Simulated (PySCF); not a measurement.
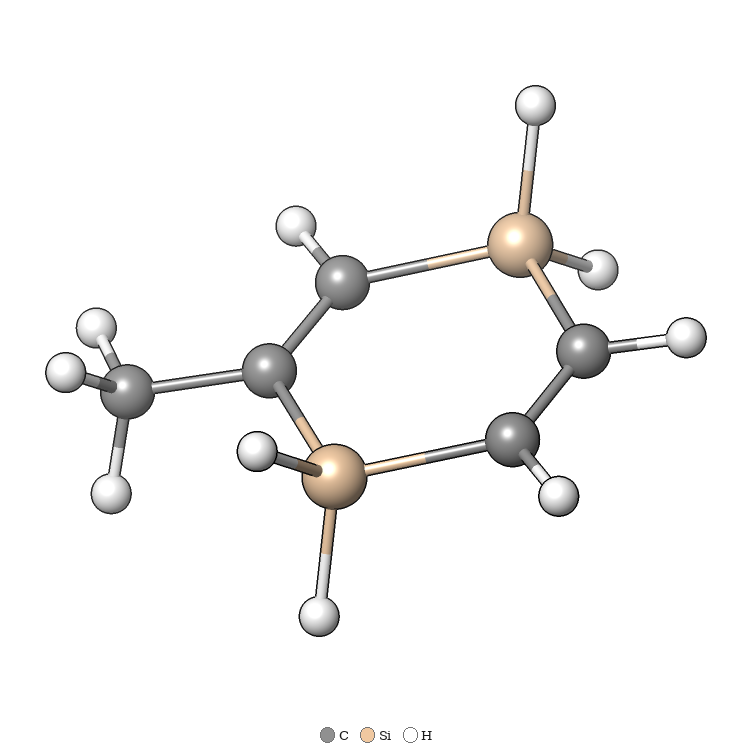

Computed geometry: GFN2-xTB optimisation. No frequency run is at hand to confirm it as a minimum. Level of theory: CAM-B3LYP/def2-SVPD, gas phase (PySCF 2.14.0). Excitations: vertical, linear response.

**What is the mean static polarisability?**

108.3 bohr³.

**What is the HOMO energy (Kohn–Sham orbital)?**

−8.82 eV.

**What is the dipole moment?**

0.42 D.

**Give the HOMO–LUMO gap at this level.**

9.24 eV.

The geometry is semi-empirical. Around Si such bond lengths and angles can be off by a tenth of an ångström or more and by several degrees, and values that hang on the shape move with them.
